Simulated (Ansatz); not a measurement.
# LaTl (Pm-3m): phonons and vibrational spectra, part 2 of 2

Aim: the vibrations of LaTl (Pm-3m), their spectra, and whether the structure is stable.

Ansatz 0.2.0; DFT PBEsol, scalar-relativistic, plane waves, PAW; PAW set soft_1.

So far. Step 3 (Tight relaxation): The forces vanish by symmetry and the pressure is 0.005 GPa, within the tolerances set. The cell now holds 30.10 Å³/atom. The relaxed cell has a = 3.919 Å (conventional setting).

### 4. Zone-centre response

The zone centre comes first: it holds the modes that light can see, as far as symmetry allows. No field response is asked, since the mesh shows no gap.

Contents of input.yaml:

```yaml
crystal:
  lattice:
    - [3.9192930671, 0.0, 0.0]
    - [0.0, 3.9192930671, 0.0]
    - [0.0, 0.0, 3.9192930671]
  atoms:
    - { symbol: La, position: [0.0, 0.0, 0.0] }
    - { symbol: Tl, position: [0.5, 0.5, 0.5] }
kpoints:
  mp_grid: { grid: [12, 12, 12] }
hamiltonian:
  xc: pbesol
  pseudopotentials: { kind: paw, azcp: { folder: soft_1 }, xc_functional: pbe }
scf:
  occupations: { method: methfessel_paxton, width: 0.2 }
output:
  eigenvalues: true
phonons:
  method: dfpt
```

Command:

```
$ ansatz run input.yaml --threads 4 --pin off --max-ram 10240MiB --backend cpu --events-out ev --progress --plain --runs-dir out
```

Numbers of over 12 decimals in the logs are rounded to 6 here.

Output:

```text
[...]
Crystal: 2 atoms, lattice volume = 60.204 Å³
Basis set: ecut = 420 eV, 1189 PW (Γ), exchange–correlation on 54×54×54 points (8 copies of the dense FFT grid, shifted against one another)
Bands: 16, of which v1, the nominal top of the filled ones, is band 12 counted from 1 (11 counted from 0)
Symmetry: 48 space group operations
k-points: 196 of 1728 (irreducible under 8 space group operations, time reversal used)
[...]
SCF iter   1: F=—  HF=-17460.676459 eV  |F-HF|=—  |Δ(HF+E_count)|=         —  Δρ=3.91e-2  dr2=1.74e0  ethr=3.10e-3  ⟨swp⟩=3.8  Hψ=12379  notcnv=0
[...]
SCF iter  10: F=-17460.058284 eV  HF=-17460.058284 eV  |F-HF|=7.28e-12  |Δ(HF+E_count)|=    0.00e0  S|Δr|=    0.00e0  Δρ=3.95e-8  dr2=9.18e-13  ethr=1.00e-12  ⟨swp⟩=6.4  Hψ=16223  notcnv=0
SCF 1 converged in 10 iterations: F = -17460.058284 eV  dr2 = 9.18e-13
[...]
DFPT response loops at Γ: preconditioner auto → Kerker (q_TF=auto, 2.341 Å⁻¹) (partly filled bands, converged f_vac=0.000); β = 1.00, the filter's whole step (`scf.mixing.beta` (0.50) is not read by the response loops under this deck's `scf.mixing.preconditioner`; to damp them name `kerker` or `kerker_dos`, under which they read `scf.mixing.beta`, and type it under 1.00, their step now; both keys bind the ground state too); Broyden in place of MSR1
SCF converged after 10 iterations
[...]
Free energy (F): -17460.058284 eV
[...]
Internal energy: -17460.057471 eV  (E = F + TS)
E sigma→0 (E₀):  -17460.058081 eV
Entropy (-TS):   -0.000813 eV (-0.407 meV/atom)
Fermi energy:    11.866706 eV
[...]
--- Band table (eV; the first three rows and the last of 196) ---
  k-point 0: bands = [... 8 lower, 0.6415, 3.8283, 11.5952, 11.5952, 13.2928, 13.2928, 13.2928, 13.5613]
  k-point 1: bands = [... 8 lower, 0.6428, 3.9240, 11.5936, 11.6081, 13.1939, 13.2678, 13.2678, 13.5522]
  k-point 2: bands = [... 8 lower, 0.6466, 4.1976, 11.3857, 11.6448, 13.0489, 13.1728, 13.1728, 13.5259]
  k-point 195: bands = [... 8 lower, 0.8348, 7.1731, 9.3969, 9.3969, 9.3969, 13.5905, 13.5905, 13.5905]
--- Phonons (Γ-DFPT): 2 representative perturbations + reference, on 196 of 1728 k-points (Σ response iterations 6) ---
  k mesh reduced under 8 symmetry operations, with k and −k counted as one. Each operation leaves every solved perturbation unchanged. A smaller set is not used because it would not reduce the number of displacements times k-points to solve
  ASR residual: 5.450e-5 → 0.000e0 eV/Å²; symmetrization residual: 2.077e-6 eV/Å²
  ASR residual per site (eV/Å²): 5.45e-5 1.46e-5
  Γ frequencies (cm⁻¹): 0.00 0.00 0.00 75.27 75.27 75.27
  non-analytic LO–TO correction: not included (Born effective charges unavailable; polar crystals: no LO–TO splitting at Γ)
```

Wall time 17 s (4 threads of Arm Neoverse V1, shared host); peak memory 0.96 GiB.

This step gave:

* sum-rule residual before enforcement: 5.45e-5 eV/Å²
* point group: m-3m
* highest optical mode at the zone centre (no LO-TO term): 75.27 cm⁻¹
* lowest optical zone-centre mode: 75.27 cm⁻¹

Patterns of degenerate modes are one choice out of their space. Modes at Γ, with each element's share of the kinetic energy:

```csv
mode,frequency (cm⁻¹),symmetry,La %,Tl %
1,0.0,acoustic,40,60
2,0.0,acoustic,40,60
3,0.0,acoustic,40,60
4,75.3,T1u,60,40
5,75.3,T1u,60,40
6,75.3,T1u,60,40
```

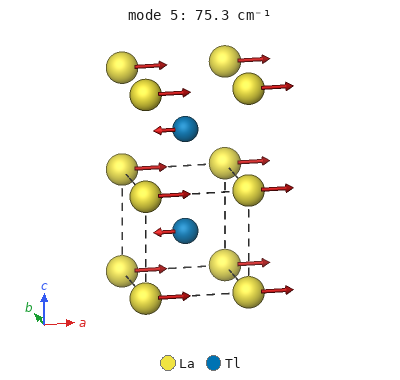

Displacement patterns of mode 5 at Γ; arrows are exaggerated. 1×1×2 cells are drawn. Some periodic images of atoms are drawn too.

Before it was imposed, the acoustic sum rule was missed by 5.5e-5 eV/Å². Small misses are needed for a sound result but don't prove that mesh and cutoff are converged. The lowest optical mode is real, 75.3 cm⁻¹.

### 5. Response at finite wavevector

Stability and thermal properties need the whole zone. Linear response on a 4×4×4 q mesh gives force constants as far as a supercell of that size would.

input.yaml: that of step 4 with these lines changed.

```diff
@@ -19 +19,8 @@
   method: dfpt
+  qmesh: [4, 4, 4]
+  temperatures: { t_max: 1000, t_step: 50 }
+  qpath:
+    path:
+      - [[0.0, 0.0, 0.0], [0.0, 0.5, 0.0], [0.5, 0.5, 0.0], [0.0, 0.0, 0.0], [0.5, 0.5, 0.5], [0.0, 0.5, 0.0]]
+      - [[0.5, 0.5, 0.5], [0.5, 0.5, 0.0]]
+    npoints: 10
```

Output:

```text
[...]
Crystal: 2 atoms, lattice volume = 60.204 Å³
Basis set: ecut = 420 eV, 1189 PW (Γ), exchange–correlation on 54×54×54 points (8 copies of the dense FFT grid, shifted against one another)
Bands: 16, of which v1, the nominal top of the filled ones, is band 12 counted from 1 (11 counted from 0)
Symmetry: 48 space group operations
k-points: 84 of 1728
[...]
SCF iter   1: F=—  HF=-17460.676418 eV  |F-HF|=—  |Δ(HF+E_count)|=         —  Δρ=3.91e-2  dr2=1.74e0  ethr=3.10e-3  ⟨swp⟩=3.8  Hψ=5334  notcnv=0
[...]
SCF iter  10: F=-17460.058284 eV  HF=-17460.058284 eV  |F-HF|=0.00e0  |Δ(HF+E_count)|=  7.28e-12  S|Δr|=    0.00e0  Δρ=3.97e-8  dr2=9.24e-13  ethr=1.00e-12  ⟨swp⟩=6.4  Hψ=6950  notcnv=0
SCF 1 converged in 10 iterations: F = -17460.058284 eV  dr2 = 9.24e-13
[...]
SCF iter   4: F=-17460.058284 eV  HF=-17460.058284 eV  |F-HF|=3.64e-12  |Δ(HF+E_count)|=    0.00e0  S|Δr|=    0.00e0  Δρ=8.43e-8  dr2=3.62e-12  ethr=1.00e-12  ⟨swp⟩=2.3  Hψ=2720  notcnv=0
SCF 2 converged in 4 iterations: F = -17460.058284 eV  dr2 = 3.62e-12
phonons: the bands overlap, so this run is a metal and interpolates without the dipole-dipole term. If the crystal is really an insulator or semiconductor, its LO-TO splitting is missing
NSCF: frozen V_eff on 84 k-points
WARN: eigensolver did not converge in 2 slots of this pass, the one above among them; of largest residual over every band (k=50): 1 band(s) unlocked (lowest unlocked band 15, counted from 0; max residual 5.91e-6 eV among the unlocked bands, 5.91e-6 eV over every band); of lowest unlocked band (k=50): band 15
[...]
DFPT response loops at q = (0, 0, 0) (fractional): preconditioner auto → Kerker (q_TF=auto, 2.341 Å⁻¹) (partly filled bands, converged f_vac=0.000); β = 1.00, the filter's whole step (`scf.mixing.beta` (0.50) is not read by the response loops under this deck's `scf.mixing.preconditioner`; to damp them name `kerker` or `kerker_dos`, under which they read `scf.mixing.beta`, and type it under 1.00, their step now; both keys bind the ground state too); Broyden in place of MSR1
[...]
SCF converged after 10 iterations
[...]
Free energy (F): -17460.058284 eV
[...]
Internal energy: -17460.057471 eV  (E = F + TS)
E sigma→0 (E₀):  -17460.058081 eV
Entropy (-TS):   -0.000813 eV (-0.407 meV/atom)
Fermi energy:    11.866706 eV
[...]
--- Band table (eV; the first three rows and the last of 84) ---
  k-point 0: bands = [... 8 lower, 0.6415, 3.8283, 11.5952, 11.5952, 13.2928, 13.2928, 13.2928, 13.5613]
  k-point 1: bands = [... 8 lower, 0.6428, 3.9240, 11.5936, 11.6081, 13.1939, 13.2678, 13.2678, 13.5522]
  k-point 2: bands = [... 8 lower, 0.6466, 4.1976, 11.3857, 11.6448, 13.0489, 13.1728, 13.1728, 13.5259]
  k-point 83: bands = [... 8 lower, 0.8348, 7.1731, 9.3969, 9.3969, 9.3969, 13.5905, 13.5905, 13.5905]
--- Phonons (Γ-DFPT): 2 representative perturbations + reference (Σ response iterations 6) ---
  ASR residual: 2.689e-5 → 0.000e0 eV/Å²; symmetrization residual: 1.140e-5 eV/Å²
  ASR residual per site (eV/Å²): 2.08e-5 2.69e-5
  Γ frequencies (cm⁻¹): 0.00 0.00 0.00 75.27 75.27 75.27
--- Phonons (arbitrary-q DFPT): 10 irreducible q on the 4×4×4 mesh ---
  q = [0.0000, 0.0000, 0.0000] (star 1, of the zone-centre solve; hermiticity 1.32e-5, symmetrization 1.06e-11): -0.00 -0.00 -0.00 75.27 75.27 75.27
  q = [0.0000, 0.0000, 0.2500] (star 6, 4 solved perturbations in 1848 linear systems a pass and spin channel, the states on 588 of 1728 k-point pairs; hermiticity 1.01e-5, symmetrization 5.16e-13): 35.21 35.21 46.63 72.51 72.51 93.61
[...]
q = [0.0000, 0.2500, -0.5000] (star 12, 6 solved perturbations on 588 of 1728 k-point pairs; hermiticity 4.75e-6, symmetrization 1.94e-14): 37.41 41.81 52.32 60.87 109.26 118.79
[...]
sum rule: each row above includes the acoustic sum rule's correction from the zone centre's row sums; it moved no ω² by more than (0.20 cm⁻¹)²
  mesh force constants: q→R imaginary residual 4.59e-18; ASR residual 2.689e-5 → 0.000e0 eV/Å²; symmetrization residual 3.553e-15 eV/Å²
  interpolated dispersion: 62 rows × 6 modes
  density of states and harmonic sums: on the 16×16×16 q-mesh, interpolated from the force constants of a 4×4×4 supercell (no non-analytic term)
  largest difference from the sums on the solved wave vectors: F 6.06e-3 eV, S 1.00e-5 and C_V 3.98e-6 eV/K
  zero-point energy: 0.025891 eV/cell   skipped modes (ω ≤ 0): 3   left out of the sums: 1.22e-4 of the cell's modes: C_V's classical limit lies that fraction below 3 k_B per atom; for a crystal, a wire or a layer, F and S can be off by more, and a phonons.interpolated_qmesh denser along its periods is the remedy for the sampling
```

It took 8.7 min on 4 threads; peak memory 2.9 GiB; 34 min of CPU time.

Numbers from this step:

```yaml
sum_rule_residual_before_enforcement: 2.69e-5 eV/Å²
lowest_frequency_on_the_path: 0 cm⁻¹
highest_frequency_on_the_path_or_at_a_solved_wavevector: 132.3 cm⁻¹
mean_frequency: 69.6 cm⁻¹
debye_temperature_second_moment: 143 K
logarithmic_mean_frequency: 61.2 cm⁻¹
lowest_mode_on_the_q_mesh_acoustic_modes_at_gamma_apart: 10.93 cm⁻¹
zero_point_energy_per_atom: 12.95 meV
heat_capacity_at_300_k: 24.66 J/(mol atoms K)
vibrational_entropy_at_300_k: 55.67 J/(mol atoms K)
```

Frequencies (cm⁻¹) solved at each irreducible wavevector; negative means imaginary. Frequencies by wavevector, by row:

```csv
q in reciprocal lattice units,star,mode 1,mode 2,mode 3,mode 4,mode 5,mode 6
0 0 0,1,0,0,0,75.3,75.3,75.3
0 0 0.25,6,35.2,35.2,46.6,72.5,72.5,93.6
0 0 -0.5,3,50.9,50.9,70.9,71.1,71.1,100.7
0 0.25 0.25,12,10.9,44.4,61,68.3,84.8,107.8
0 0.25 -0.5,12,37.4,41.8,52.3,60.9,109.3,118.8
0 -0.5 -0.5,3,11.9,11.9,52.4,56.9,132.3,132.3
0.25 0.25 0.25,8,37.5,37.5,46.5,94.9,102.6,102.6
0.25 0.25 -0.5,12,19.7,43.4,56.2,93.2,109,121
0.25 -0.5 -0.5,6,51.2,51.2,62.4,90.9,123.7,123.7
-0.5 -0.5 -0.5,1,74,74,74,111.2,111.2,111.2
```

Interpolated from a 4×4×4 q mesh. Phonon branches along the path, in cm⁻¹:

```csv
point,branch 1,branch 2,branch 3,branch 4,branch 5,branch 6
Γ,0,0,0,75,75,75
X,51,51,71,71,71,101
M,12,12,52,57,132,132
Γ,0,0,0,75,75,75
R,74,74,74,111,111,111
X,51,51,71,71,71,101
jump to R,74,74,74,111,111,111
M,12,12,52,57,132,132
```

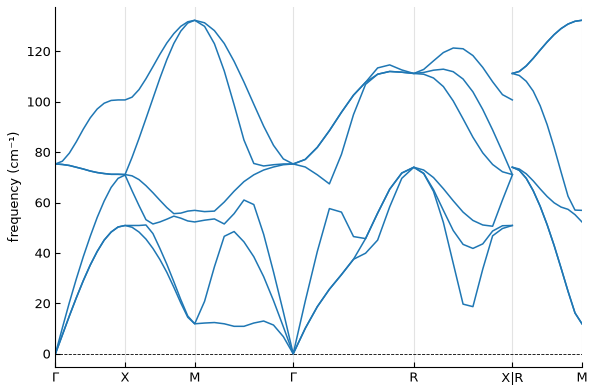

Phonon branches along the path.

The phonon density of states has structure finer than the step of the table below, so its rows give means over 5 cm⁻¹, whole bins alone (the curve runs from 1 to 133 cm⁻¹). Peaks (cm⁻¹: height): 23.0: 0.0649, 43.0: 0.0888, 53.0: 0.109, 71.0: 0.0881, 115.0: 0.0674.

Tetrahedra on a 16×16×16 mesh, mean over bins of 2 cm-1. Interpolated from a 4×4×4 q mesh. Phonon density of states against wavenumber; means over each step:

```csv
wavenumber (cm⁻¹),phonon density of states (1/cm⁻¹/cell)
5,2.2e-4
10,0.00229
15,0.0186
20,0.0411
25,0.0573
30,0.0442
35,0.0472
40,0.0693
45,0.0759
50,0.0864
55,0.0905
60,0.0586
65,0.0302
70,0.0604
75,0.0569
80,0.0399
85,0.0349
90,0.0339
95,0.0351
100,0.0406
105,0.0477
110,0.0523
115,0.0651
120,0.0612
125,0.0358
130,0.0138
```

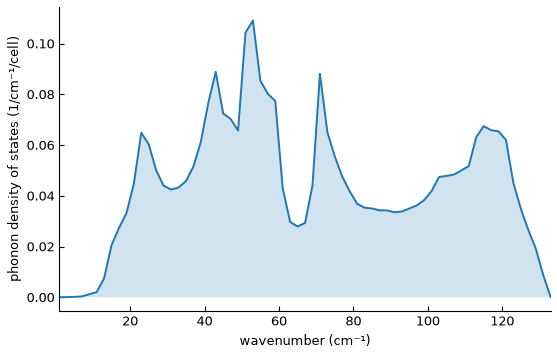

Phonon density of states against wavenumber.

The partial phonon density of states has structure finer than the step of the table below, so its rows give means over 10 cm⁻¹, whole bins alone (the curve runs from -10 to 146 cm⁻¹). Peaks (cm⁻¹: height): La 24.3: 0.0202, 72.3: 0.0538, 89.0: 0.0302, 115.4: 0.0490; Tl 24.3: 0.0416, 51.7: 0.0865.

Phonopy on the run's constants, 15x15x15 mesh, Gaussian sigma 2.0 cm-1. Interpolated from a 4×4×4 q mesh. The partial phonon density of states by wavenumber; means over each step; values in 1/cm⁻¹/cell:

```csv
wavenumber (cm⁻¹),La,Tl
0,4.2e-5,6.4e-5
10,0.00212,0.00461
20,0.0134,0.0276
30,0.0145,0.0309
40,0.0172,0.0479
50,0.0137,0.0727
60,0.0143,0.0449
70,0.0382,0.0153
80,0.0318,0.00896
90,0.0262,0.00787
100,0.0316,0.00934
110,0.0418,0.0124
120,0.0431,0.0130
130,0.0121,0.00436
140,5.4e-5,2.1e-5
```

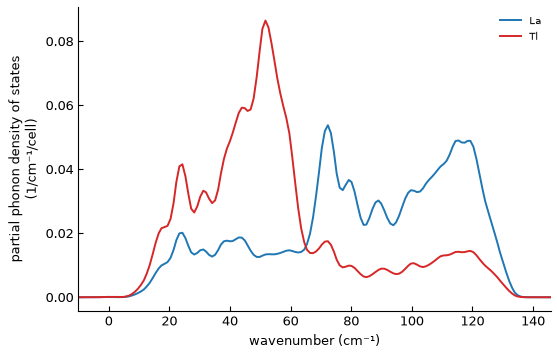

Partial phonon density of states against wavenumber.

Second derivatives of the energy by pair, one row for each kind of neighbour of each atom listed. Each entry sums the pair over the periodic images of the supercell that the q mesh stands for, and in a polar crystal it holds the long-range dipole part too. Force constants by pair, by row:

```csv
atom,neighbour,distance (Å),third of the trace (eV/Å²),along the pair's line (eV/Å²)
La1,itself,0,4.05,–
La1,Tl,3.394,-0.2561,-1.361
La1,La,3.919,-0.3737,-1.041
La1,La,5.543,0.0039,0.1363
La1,Tl,6.499,0.0162,0.0735
La1,La,6.788,-0.0118,-0.023
Tl2,itself,0,2.903,–
Tl2,La,3.394,-0.2561,-1.361
Tl2,Tl,3.919,-0.1899,-0.5108
Tl2,Tl,5.543,-0.0051,-0.0976
Tl2,La,6.499,0.0162,0.0735
Tl2,Tl,6.788,9.00e-4,0.0266
```

Harmonic thermodynamic functions per atom, from the density of states. Interpolated from a 4×4×4 q mesh. Thermodynamic functions, by row:

```csv
T (K),F_vib (meV/atom),S (J/mol-atom/K),C_V (J/mol-atom/K)
0,12.95,0,0
50,9.78,15.1,17.75
100,-2.02,29.34,22.64
200,-41.8,45.74,24.32
300,-94.69,55.67,24.66
400,-156.2,62.79,24.78
500,-224.3,68.33,24.84
600,-297.5,72.86,24.87
700,-375.1,76.69,24.89
800,-456.3,80.02,24.9
900,-540.8,82.95,24.91
1000,-628.2,85.58,24.91
```

Harmonic mean-square displacement, third of the trace. Interpolated from a 4×4×4 q mesh. Mean square displacements, by row:

```csv
T (K),La1 U_eq (Å²),Tl2 U_eq (Å²)
0,0.00187,0.0019
100,0.00639,0.00823
300,0.01842,0.02417
600,0.03669,0.04825
```

Symmetry leaves 10 wavevectors to solve. The lowest mode among them, the acoustic zeros apart, lies at q = (0, 0.25, 0.25) and is real, 10.9 cm⁻¹.

### 6. Isotope substitution

An isotope changes the mass and not the force constants, so no new electronic calculation is needed; the shifts show which modes move this element.

The same force constants with the mass of Tl changed from 204.380 to 202.972 u (phonopy, no LO-TO term). Both lists are sorted by frequency; levels can cross, so a row need not hold one and the same mode. Modes under 3 cm⁻¹ are left out. Isotope shifts, by row:

```csv
q,rank,natural mass (cm⁻¹),changed mass (cm⁻¹)
0 0 0,4,75.27,75.38
0 0 0,5,75.27,75.38
0 0 0,6,75.27,75.38
0 0 0.25,1,35.21,35.3
0 0 0.25,2,35.21,35.3
0 0 0.25,3,46.63,46.75
0 0 0.25,4,72.51,72.59
0 0 0.25,5,72.51,72.59
0 0 0.25,6,93.61,93.69
0 0 -0.5,1,50.92,51.1
0 0 -0.5,2,50.92,51.1
0 0 -0.5,3,70.92,71.14
0 0 -0.5,4,71.14,71.14
0 0 -0.5,5,71.14,71.16
0 0 -0.5,6,100.7,100.7
0 0.25 0.25,1,10.93,10.95
0 0.25 0.25,2,44.42,44.53
0 0.25 0.25,3,60.95,61.14
0 0.25 0.25,4,68.31,68.36
0 0.25 0.25,5,84.85,84.87
0 0.25 0.25,6,107.8,107.9
```

A mode of this element alone would shift by +0.35 %. The highest zone-centre frequency without the field goes from 75.3 to 75.4 cm⁻¹ (+0.1 %). The product of the frequency ratios over all optical modes at Γ is 1.004; the product rule, (m/m′)^(3k/2) (M′/M)^(3/2) with k = 1 such atoms and M the mass of the cell, gives 1.004.

### 7. Outcome

* space group after relaxation (within 0.01 Å): Pm-3m
* volume per atom: 30.1 Å³
* electronic character: no gap on this mesh
* highest optical mode at the zone centre (no LO-TO term): 75.3 cm⁻¹
* lowest optical zone-centre mode: 75.3 cm⁻¹
* lowest mode on the q mesh (acoustic modes at Γ apart): 10.9 cm⁻¹
* highest frequency on the path or at a solved wavevector: 132 cm⁻¹
* zero-point energy per atom: 12.9 meV
* heat capacity at 300 K: 24.7 J/(mol atoms K)
* vibrational entropy at 300 K: 55.7 J/(mol atoms K)
* Debye temperature (second moment): 143 K
* imaginary modes on the 4×4×4 q mesh: none

The structure is a minimum as far as tested: no mode is imaginary at the 10 irreducible wavevectors of the 4×4×4 mesh, and the softest away from the acoustic zeros lies at 11 cm⁻¹. The optical modes at Γ form one degenerate level at 75 cm⁻¹. With no gap, or one that is small against the smearing, the frequencies hang on the k mesh and the smearing, most of all near Kohn anomalies. Spin-orbit coupling is left out, which can matter for the heavy elements here. The PAW files were made for PBE and serve the other functionals too. A phonon run warned that its eigensolver left some bands unconverged in a pass. These are harmonic frequencies at zero temperature: anharmonic shifts, linewidths and thermal expansion are left out.

[Logs are printed without paths, hosts, clocks, repeated set-up lines and the standing remarks that a program may print on its own settings, such as how far it seeks lower states.]

[Hosts, paths, dates, database ids (printed as entryN), source tags and the programs' standing remarks are cut or masked in the printed files.]
